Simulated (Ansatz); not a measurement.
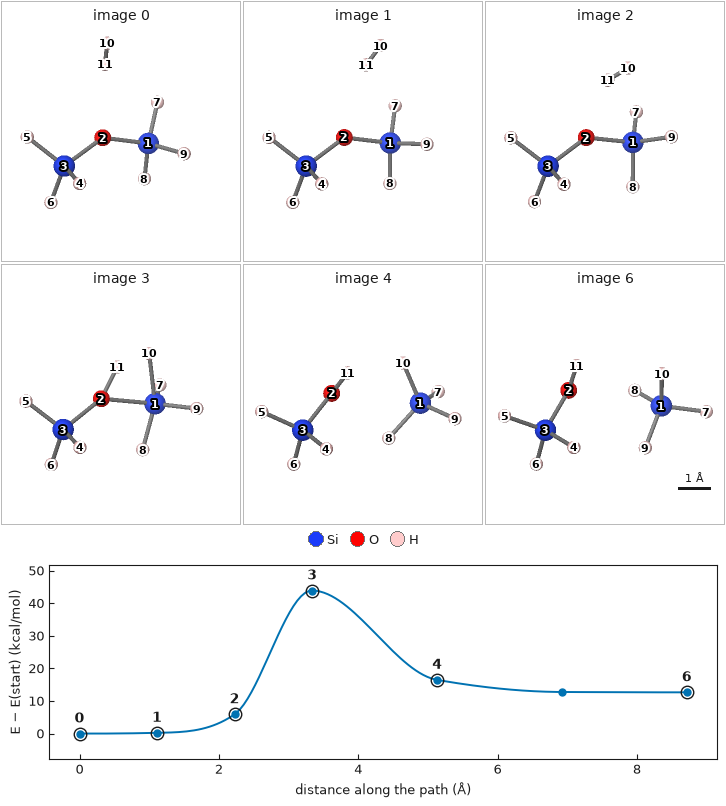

NEB run on Si$_{2}$H$_{8}$O, made up at the start of Si2H6O and H2. Images are numbered from 0 (start) to 6 (end). A ball-and-stick model, seen at a tilt.

Theory: RKS PBE/def2-SVP in Ansatz 0.2.0. Set-up: 5 movable images; climbing image; force threshold 0.05 eV/Å; iteration limit 60; starting path through a guess of the saddle point.

### Read off the barrier and say what moves.

The highest point, image 3, lies 43.9 kcal/mol above the start and 31.2 kcal/mol above the end; the end is at +12.7 kcal/mol relative to the start. Breaking: H10–H11 (0.77 → 1.16 at the top → 2.75 Å), Si1–O2 (1.68 → 1.94 at the top → 3.16 Å). Forming: O2–H11 (2.59 → 1.12 at the top → 0.97 Å), Si1–H10 (4.17 → 1.73 at the top → 1.50 Å). The band converged in 28 iterations, with a climbing image at the top. At the top, the vibrational analysis gives one imaginary mode (1026i cm⁻¹), as a transition state must have.

Limits of the set-up: the start holds two separate molecules, 2.6 Å apart at their closest, whose relative position is a soft coordinate and is computed without a dispersion correction.
